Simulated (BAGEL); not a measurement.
# CH5BOSi (SMILES B[SiH2]C=O) at HF/STO-3G (density fitting with qzvpp-jkfit)

What is the vertical ionisation energy of CH5BOSi at HF/STO-3G (density fitting with qzvpp-jkfit)? 

Program for the calculation: BAGEL 1.2.2.

1 further run of the same task is left out (it didn't finish). Runs told in other sessions of the task aren't counted.

### Step 1. The system as given

CH5BOSi has 9 atoms, charge 0, and is taken as a singlet. As SMILES, `B[SiH2]C=O`. The shape is that of a PBE0-D4/def2-TZVP optimisation. This is one conformer, not always the lowest.

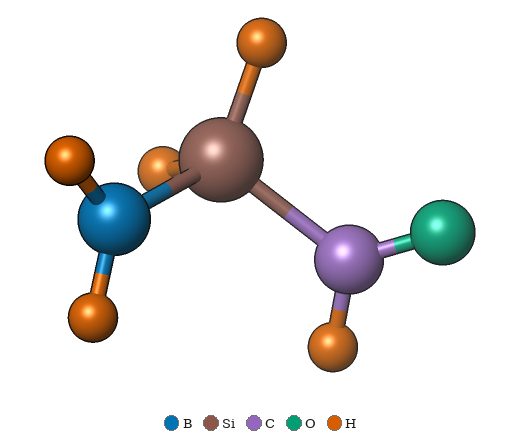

Viewed from a chosen angle; boron blue, silicon brown, carbon purple, oxygen teal, hydrogen orange.

### Step 2. The energy at HF/STO-3G (density fitting with qzvpp-jkfit)

Contents of calc.json:

```json
{ "bagel" : [

{
  "title" : "molecule",
  "basis" : "sto-3g",
  "df_basis" : "qzvpp-jkfit",
  "angstrom" : true,
  "geometry" : [
    { "atom" : "B", "xyz" : [   -0.950100,    0.850000,   -1.073100 ] },
    { "atom" : "Si", "xyz" : [    0.610800,   -0.206000,   -0.386500 ] },
    { "atom" : "C", "xyz" : [    0.330600,   -0.553700,    1.494500 ] },
    { "atom" : "O", "xyz" : [    1.022800,   -0.098400,    2.365800 ] },
    { "atom" : "H", "xyz" : [   -2.057600,    0.518200,   -0.767000 ] },
    { "atom" : "H", "xyz" : [   -0.828800,    1.799400,   -1.786900 ] },
    { "atom" : "H", "xyz" : [    1.958100,    0.387600,   -0.570700 ] },
    { "atom" : "H", "xyz" : [    0.542000,   -1.540900,   -1.055900 ] },
    { "atom" : "H", "xyz" : [   -0.539200,   -1.202400,    1.762900 ] }
  ]
},
{
  "title" : "hf",
  "charge" : 0
},
{
  "title" : "print",
  "file" : "orbitals.molden",
  "orbitals" : true
}

]}
```

Run with:

```bash
$ BAGEL_NUM_THREADS=1 BAGEL calc.json > calc.out
```

What it wrote:

```text
* using 1 threads per process

  ===============================================================
  ===============================================================

  *** Geometry ***

  { "atom" : "B", "xyz" : [     -1.795429,      1.606267,     -2.027865 ] },
  { "atom" : "Si", "xyz" : [      1.154245,     -0.389284,     -0.730379 ] },
  { "atom" : "C", "xyz" : [      0.624743,     -1.046341,      2.824196 ] },
  { "atom" : "O", "xyz" : [      1.932812,     -0.185949,      4.470714 ] },
  { "atom" : "H", "xyz" : [     -3.888300,      0.979256,     -1.449420 ] },
  { "atom" : "H", "xyz" : [     -1.566205,      3.400373,     -3.376752 ] },
  { "atom" : "H", "xyz" : [      3.700273,      0.732458,     -1.078467 ] },
  { "atom" : "H", "xyz" : [      1.024232,     -2.911879,     -1.995362 ] },
  { "atom" : "H", "xyz" : [     -1.018940,     -2.272207,      3.331398 ] },

  Number of auxiliary basis functions:      445

  Since a DF basis is specified, we compute 2- and 3-index integrals:
    o Being stored without compression. Storage requirement is 0.003 GB

  Number of basis functions:       29
  Number of electrons      :       38

    * METHOD: MOLECULE                             0.10

  *** RHF ***

  === Nuclear Repulsion ===
   133.9310177339

      * DIIS with orbital gradients will be used.

  === RHF iteration (sto-3g) ===
      0       -423.91794317          0.02382426           0.01
      1       -424.01362568          0.01669392           0.01
      2       -424.06654192          0.00199993           0.01
      3       -424.06878281          0.00059095           0.01
      4       -424.06899985          0.00019810           0.01
      5       -424.06902566          0.00002918           0.01
      6       -424.06902610          0.00000864           0.01
      7       -424.06902616          0.00000382           0.01
      8       -424.06902617          0.00000241           0.01
      9       -424.06902618          0.00000092           0.01
     10       -424.06902618          0.00000015           0.01
     11       -424.06902618          0.00000004           0.01
     12       -424.06902618          0.00000002           0.01
     13       -424.06902618          0.00000000           0.01
    * SCF iteration converged.

    * Permanent dipole moment:
           (    0.324925,     0.095281,     0.627270) a.u.

    * METHOD: HF                                   0.18

    * METHOD: PRINT                                0.00

  ===============================================================
```

Wall time 0.4 s (1 thread of Intel Xeon 6975P-C (Granite Rapids), shared host).

### Step 3. The doublet cation at the same level

Contents of hf.json:

```json
{ "bagel" : [

{
  "title" : "molecule",
  "basis" : "sto-3g",
  "df_basis" : "qzvpp-jkfit",
  "angstrom" : true,
  "geometry" : [
    { "atom" : "B", "xyz" : [   -0.950100,    0.850000,   -1.073100 ] },
    { "atom" : "Si", "xyz" : [    0.610800,   -0.206000,   -0.386500 ] },
    { "atom" : "C", "xyz" : [    0.330600,   -0.553700,    1.494500 ] },
    { "atom" : "O", "xyz" : [    1.022800,   -0.098400,    2.365800 ] },
    { "atom" : "H", "xyz" : [   -2.057600,    0.518200,   -0.767000 ] },
    { "atom" : "H", "xyz" : [   -0.828800,    1.799400,   -1.786900 ] },
    { "atom" : "H", "xyz" : [    1.958100,    0.387600,   -0.570700 ] },
    { "atom" : "H", "xyz" : [    0.542000,   -1.540900,   -1.055900 ] },
    { "atom" : "H", "xyz" : [   -0.539200,   -1.202400,    1.762900 ] }
  ]
},
{
  "title" : "uhf",
  "charge" : 1,
  "nopen" : 1
},
{
  "title" : "print",
  "file" : "orbitals.molden",
  "orbitals" : true
}

]}
```

Run with:

```bash
$ BAGEL_NUM_THREADS=1 BAGEL hf.json > hf.out
```

What it wrote:

```text
* using 1 threads per process

  ===============================================================
  ===============================================================

  *** Geometry ***

  { "atom" : "B", "xyz" : [     -1.795429,      1.606267,     -2.027865 ] },
  { "atom" : "Si", "xyz" : [      1.154245,     -0.389284,     -0.730379 ] },
  { "atom" : "C", "xyz" : [      0.624743,     -1.046341,      2.824196 ] },
  { "atom" : "O", "xyz" : [      1.932812,     -0.185949,      4.470714 ] },
  { "atom" : "H", "xyz" : [     -3.888300,      0.979256,     -1.449420 ] },
  { "atom" : "H", "xyz" : [     -1.566205,      3.400373,     -3.376752 ] },
  { "atom" : "H", "xyz" : [      3.700273,      0.732458,     -1.078467 ] },
  { "atom" : "H", "xyz" : [      1.024232,     -2.911879,     -1.995362 ] },
  { "atom" : "H", "xyz" : [     -1.018940,     -2.272207,      3.331398 ] },

  Number of auxiliary basis functions:      445

  Since a DF basis is specified, we compute 2- and 3-index integrals:
    o Being stored without compression. Storage requirement is 0.003 GB

  Number of basis functions:       29
  Number of electrons      :       38

    * METHOD: MOLECULE                             0.10

  *** Open-shell HF ***

  === Nuclear Repulsion ===
   133.9310177339

      * DIIS with orbital gradients will be used.

  === UHF iteration (sto-3g) ===
      0       -423.65072933          0.05121495           0.02
      1       -423.74655284          0.04573278           0.02
      2       -423.79638291          0.03110496           0.02
      3       -423.84907463          0.00532096           0.02
      4       -423.85894184          0.00276335           0.02
      5       -423.86213337          0.00071037           0.02
      6       -423.86244966          0.00042005           0.02
      7       -423.86269473          0.00023120           0.02
      8       -423.86278745          0.00014117           0.02
      9       -423.86291820          0.00008916           0.02
     10       -423.86296760          0.00004211           0.02
     11       -423.86298343          0.00002356           0.02
     12       -423.86299046          0.00001077           0.02
     13       -423.86299343          0.00000565           0.02
     14       -423.86299447          0.00000409           0.02
     15       -423.86299456          0.00000358           0.02
     16       -423.86299469          0.00000168           0.02
     17       -423.86299474          0.00000089           0.02
     18       -423.86299475          0.00000037           0.02
     19       -423.86299475          0.00000013           0.02
     20       -423.86299475          0.00000008           0.02
     21       -423.86299475          0.00000005           0.02
     22       -423.86299475          0.00000002           0.02
     23       -423.86299475          0.00000001           0.02
     24       -423.86299475          0.00000001           0.02
    * SCF iteration converged.

    * S^2 (UHF) is 0.8146

    * Permanent dipole moment:
           (    0.178521,     0.585402,    -0.881086) a.u.

    * METHOD: UHF                                  0.49

    * METHOD: PRINT                                0.00

  ===============================================================
```

Run time: 0.72 s. Hardware: 1 thread of Intel Xeon 6975P-C (Granite Rapids), shared host.

### Step 4. Results

At HF/STO-3G (density fitting with qzvpp-jkfit):

| quantity | value |
| --- | --- |
| singlet CH5BOSi: total energy | -424.06903 Eh |
| singlet CH5BOSi: dipole moment | 1.81 D |
| singlet CH5BOSi: HOMO energy | -7.70 eV |
| singlet CH5BOSi: LUMO energy | 5.91 eV |
| singlet CH5BOSi: HOMO–LUMO gap | 13.61 eV |
| doublet cation: total energy | -423.86299 Eh |
| doublet cation: ⟨S²⟩ | 0.815 |
| vertical ionisation energy (to the doublet cation) | 5.606 eV |

What this shows: The vertical ionisation energy comes to 5.61 eV (129 kcal/mol). −ε(HOMO) before ionisation, 7.70 eV, is 2.09 eV above this ionisation energy. In a minimal basis such a difference can be off by several eV, whatever the method.
